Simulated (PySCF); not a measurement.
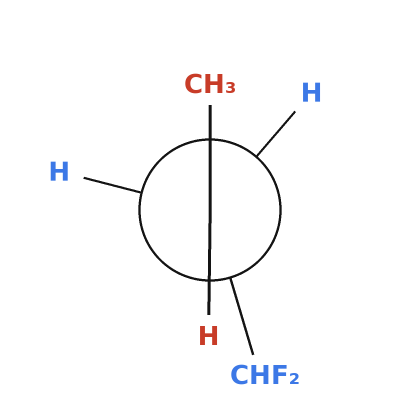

A Newman projection along the B–C bond, boron in front; angles are drawn as computed, but eclipsed bonds slightly apart. The geometry was computed by an optimisation with GFN2-xTB. No frequency run is at hand to confirm it as a minimum.

Which molecule is it?

Answer. C3H7BF2, CBCC(F)F

What is the torsion angle from the front CH3 to the back CHF2? The sign is positive where the front bond must turn clockwise to cover the back bond.

Answer. 164°, antiperiplanar (anti).
